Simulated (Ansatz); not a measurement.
# BClH₂O₂···HF: what the fields show

The calculation's input:

```
crystal:
  periodic: [false, false, false]
  atoms:
    - { symbol: B, position_ang: [-0.037162, -0.40377, -0.124669] }
    - { symbol: Cl, position_ang: [0.05289, -0.836145, 1.673578] }
    - { symbol: O, position_ang: [1.099151, -0.386136, -0.861863] }
    - { symbol: H, position_ang: [1.893258, -0.54021, -0.323895] }
    - { symbol: O, position_ang: [-1.245177, -0.295087, -0.725597] }
    - { symbol: H, position_ang: [-1.981858, -0.35413, -0.095118] }
    - { symbol: F, position_ang: [0.036719, 2.030797, 0.544062] }
    - { symbol: H, position_ang: [0.101279, 1.714782, 1.417801] }
basis:
  gaussian: { orbitals: def2-SVP }
hamiltonian:
  xc: pbe
  dispersion: d4
relax:
  f_tol: 0.03
  max_steps: 50
output:
  orbitals: {}
```

Command:

```sh
ansatz run input.yaml --threads 2 --pin off --max-ram 3072MiB --backend cpu --events-out ev --progress --plain --runs-dir out
```

The fields are those of the run's last geometry, not of the input's.

All numbers below come from RKS PBE-D4/def2-SVP (Ansatz 0.2.0).

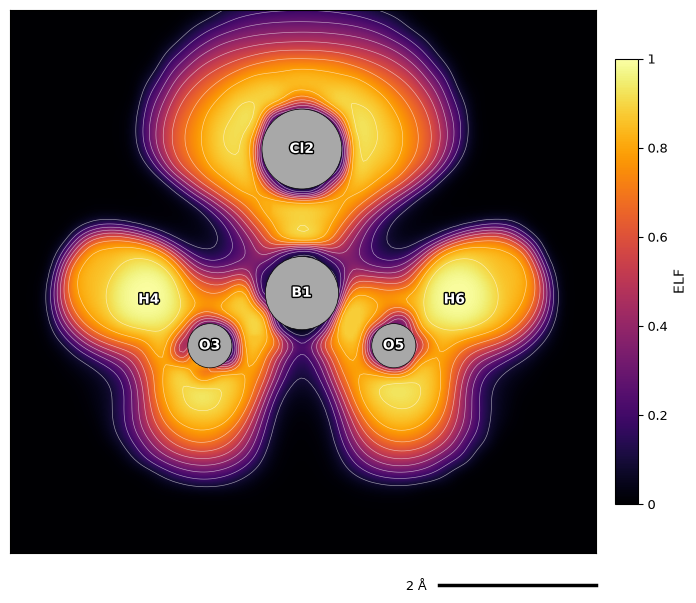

Figure 1. ELF on the plane of atoms Cl2, B1 and O3. Grey discs cover the atomic cores.

Q: Read the bonding off the picture.

A:
- The section cuts through B, Cl, O and H sites.
- B–O (1.35 Å): the ELF peaks at about 0.90 between the atoms: a polar covalent bond.
- B–Cl (1.84 Å): the ELF peaks at about 0.90 between the atoms: a shared but strongly polarised pair.
- O–H (0.97 Å): the ELF climbs to about 1 towards the hydrogen, as it does in any bond to H (a covalent bond by its length).
- The ELF also peaks beside O3, O5 and Cl2, away from the bonds: lone-pair regions.

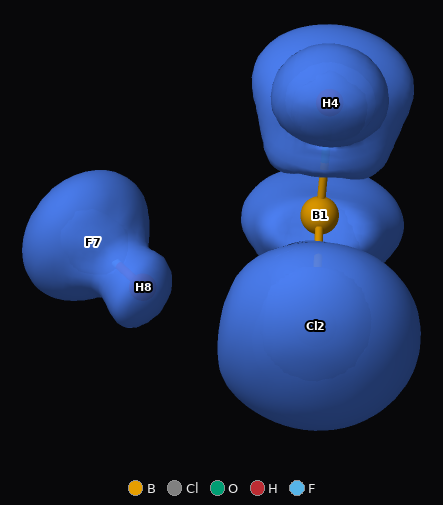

Figure 2. Isosurface of the electron localisation function at 0.75 (blue), seen at an oblique angle. Core shells and regions of very low density are left out.

Q: Describe the localisation domains.

A: At this value the surface marks out one region on Cl in which the atom's valence shell and bonds are merged, one joined region spread over several atoms (F, H), in which their bonds and any lone pairs are merged and two joined regions spread over several atoms (H, O), in which their bonds and any lone pairs are merged.


Cl2···H8 (2.19 Å): the ELF dips to about 0.15 between them: by its geometry a hydrogen bond between the two molecules, with no shared pair.

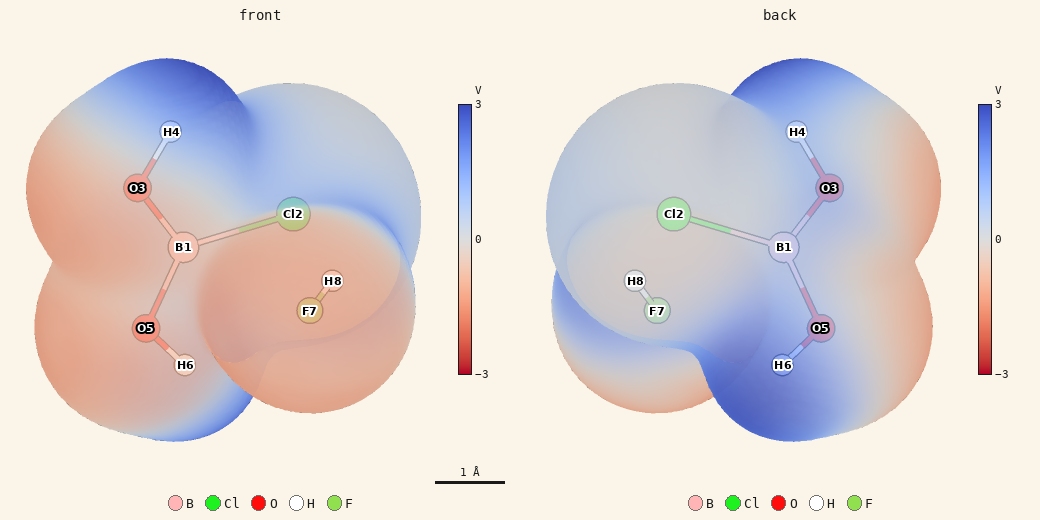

Figure 3. The molecular electrostatic potential painted on the density surface at 0.002 e/bohr³, seen from the front and from behind; red is negative and blue positive.

Q: Where is the surface potential most negative and most positive?

A: The most negative region (about −1.3 V) lies over O3, O5 and F7, the most positive (about +2.8 V) over H4 and H6.

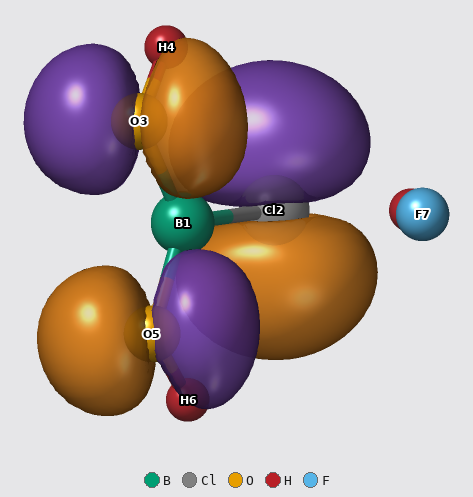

Figure 4. The HOMO−1 at ±0.1 Å⁻³ᐟ² (orange and purple are the two phases), seen across its widest extent.

Q: Describe this orbital and give its energy.

A: It lies mainly on Cl2 (about 45 %), O3 (about 25 %) and O5 (about 25 %); largely a combination of lone pairs on Cl2, O3 and O5. Its energy is −7.95 eV.
